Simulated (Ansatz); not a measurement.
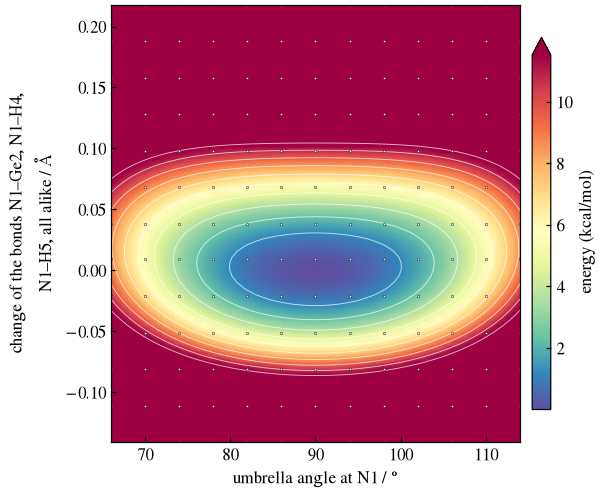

ClGeH2N, SMILES [NH2][Ge][Cl]. 
- The first coordinate is: umbrella angle at N1 (between each of its bonds and their common axis; 90 is planar); the second: change of the bonds N1–Ge2, N1–H4, N1–H5, all alike.
- Nothing is relaxed (all other coordinates rigid).
- The grid has 13 × 13 points; 91 points were computed and 78 follow by symmetry.
- Points are written as (first, second).
- Energies are in kcal/mol, from the relaxed molecule at the same level.
- The calculation used RKS PBE0-D4/def2-SVP (Ansatz).

In the figure: a smooth colour map with a few white contour lines, dots at the grid points, one colour for all values above the top of the scale. Between grid points the surface is interpolated.

Estimate the position of the minimum and the force constants in these coordinates.

Answer. The interpolated minimum is at the first coordinate ≈ 90.0°, the second coordinate ≈ 0.000 Å. The curvatures there are about 3.1 eV/rad² and 117 eV/Å², with a cross term of about 0 eV/(rad·Å). Round the minimum the two coordinates are nearly uncoupled. (1 eV is 23.1 kcal/mol.)
